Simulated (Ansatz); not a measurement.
# Effect of Na → K on NaCl

Take NaCl in the rock salt structure (space group Fm-3m, No. 225; a = 5.6020 Å) as the base.

Modification: full substitution Na → K; the structure is relaxed again.

Level of theory: Ansatz (a first-principles code) PBEsol, no SOC. k-mesh 9×9×9 (Γ-centred); smearing 0.05 eV (Fermi–Dirac), for the changed cell.

- Volume per atom: 30.41 Å³ (base 21.98 Å³)
- Lattice parameter a: 624.3 pm (base 560.2 pm)
- Space group: Fm-3m (No. 225) (base Fm-3m (No. 225))
- Band gap: 5.10 eV (base 5.01 eV)
- Gap character: direct at Γ (base direct at Γ)
- Electron mass: 0.43 mₑ (at Γ) (base 0.39 mₑ (at Γ))

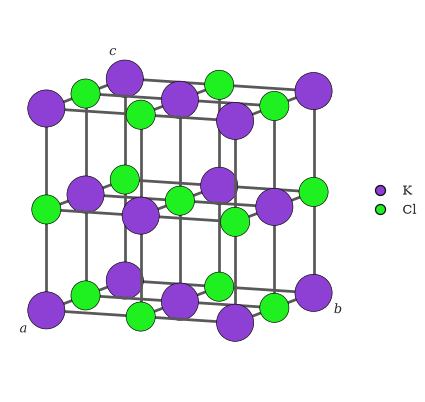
The relaxed conventional cell after the change

Effective masses come from finite differences of ±0.01 Å⁻¹. No phonon test of stability was made.
